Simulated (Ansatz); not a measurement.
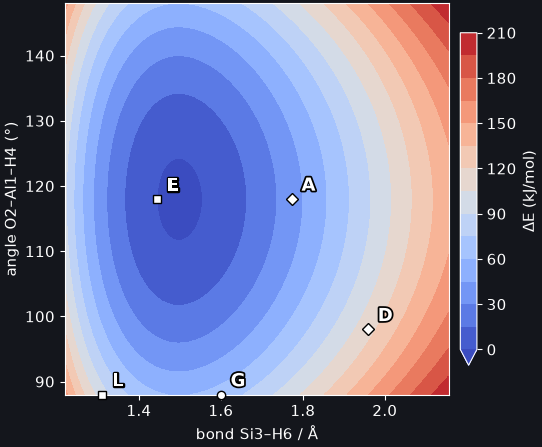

AlH₅OSi, SMILES [AlH2][O][SiH3]. Two internal coordinates are moved rigidly from the geometry relaxed at PBE0-D4/def2-TZVP, all others fixed. The first coordinate is: bond Si3–H6; the second: angle O2–Al1–H4. Grid: 7 × 7 points. Points are written as (first, second). Energies are in kJ/mol, from the lowest grid point. These are results of Ansatz 0.2.0, RKS PBE-D4/def2-TZVPP, not measurements.

Drawn: filled contours, lettered points. Between grid points the surface is interpolated.

Question: Is A the lowest point of the computed grid?

Answer: No. A lies 38 kJ/mol above the lowest grid point, which is at (1.444 Å, 118°).

Question: What kind of point is each of A, D, E: minimum, saddle, maximum or slope?

Answer: A: on a slope; D: on a slope; E: minimum. (In these two coordinates alone; a stationary point may lie a little off the grid point.)
